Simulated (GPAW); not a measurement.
# Nb L₃ edge of NbRu (Pm-3m): cell size and cost

How large a supercell does the Nb L₃ edge of NbRu (Pm-3m) need, and what does it cost? The absorber has 8 Ru at 2.76 Å and 6 Nb at 3.18 Å (cube and octahedron, as in bcc, site symmetry m-3m).

The runs were made apart and are set side by side; the one with the holes farthest apart serves as the reference. All curves get a further Gaussian of 1.5 eV full width, so that line shapes and meshes matter less.

**1. Cost and result by level**

| run | hole distance (Å) | k mesh | core time | raw zero (eV) | zero less the added terms (eV) | r.m.s. from the reference after the best shift (%) |
| --- | --- | --- | --- | --- | --- | --- |
| GPAW LDA, 8 atoms | 5.5 | 7×7×7 | 17 min | 2390.9 | - | 4 |
| GPAW LDA, 18 atoms | 7.1 | 4×4×4 | 41 min | 2390.9 | - | - |

Times are from shared hosts.

```csv
E (eV),"GPAW LDA, 8 atoms","GPAW LDA, 18 atoms"
-2.0,0.12,0.11
-0.5,1.57,1.56
1.0,2.98,3.10
2.5,2.58,2.40
4.0,1.16,1.18
5.5,0.59,0.61
7.0,0.40,0.41
8.5,0.42,0.43
10.0,0.69,0.70
11.5,0.82,0.80
13.0,0.72,0.72
14.5,0.57,0.57
16.0,0.51,0.51
17.5,0.61,0.61
19.0,0.69,0.70
20.5,0.53,0.53
22.0,0.44,0.43
23.5,0.47,0.47
25.0,0.49,0.49
26.5,0.53,0.53
28.0,0.57,0.57
29.5,0.54,0.55
31.0,0.57,0.57
```

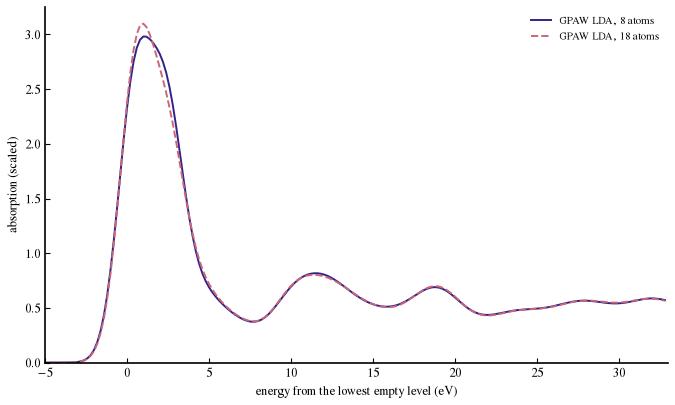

The spectra after the common broadening.

**2. Reading**

The smallest cell differs from the reference by 4 % r.m.s. after a shift of 0.0 eV at 0.41 of its cost, so it already gives the shape. Its highest intensity below 24 eV lies at 1.0 eV against 1.0 eV. Whether the reference itself is converged wasn't tested.

Only the L₃ part is meant: spin–orbit coupling of the core level isn't computed and the L₂ copy isn't added. The script folds with a Gaussian, whereas the core hole's own line is a Lorentzian, so the onset is too steep and the first peak too high. Lifetime broadening is put in by hand, and intensities beyond about 20 eV depend on it. Some cells keep the holes under 6.5 Å apart, so shapes are probably not fully converged. The structures are entries of the Crystallography Open Database, used as given.

[Logs are printed without paths, hosts, clocks, repeated set-up lines and the standing remarks that a program may print on its own settings, such as how far it seeks lower states.]

[Hosts, paths, dates, database ids (printed as entryN), source tags and the programs' standing remarks are cut or masked in the printed files.]
